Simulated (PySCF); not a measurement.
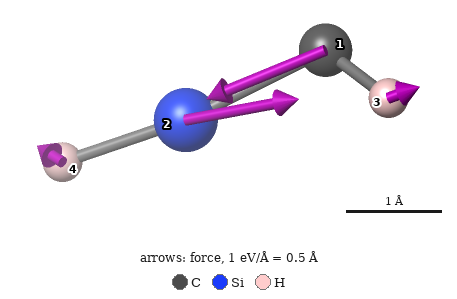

Starting geometry of CH₂Si with the computed forces as purple arrows. A ball-and-stick model, seen at a tilt.

The start comes from GFN2-xTB.

These are results of PBE0-D3(BJ)/def2-SVP geometry optimisation, gas phase (PySCF 2.14.0, density-fitted response routines), not measurements. 

Question: What follows when this structure is relaxed?

Answer: It isn't relaxed: the largest force vector, on C1, is 2.85 eV/Å. The final displacements have little in common with the starting forces (cosine between the two patterns 0.15). After 8 geometry steps the energy has fallen by 63.3 kJ/mol. The largest move after the best rigid fit is that of C1, 0.61 Å. By element the largest moves are C 0.61 Å, Si 0.49 Å, H 0.29 Å. Some distances before and after: C1–Si2 1.696 → 1.642 Å, Si2–H4 1.457 → 1.488 Å. Among the angles between lasting bonds that change: C1–Si2–H4 170.7° → 125.6°, Si2–C1–H3 119.0° → 154.5°. Cost: 3.3 s on 1 thread of Arm Neoverse V2, on a shared host.
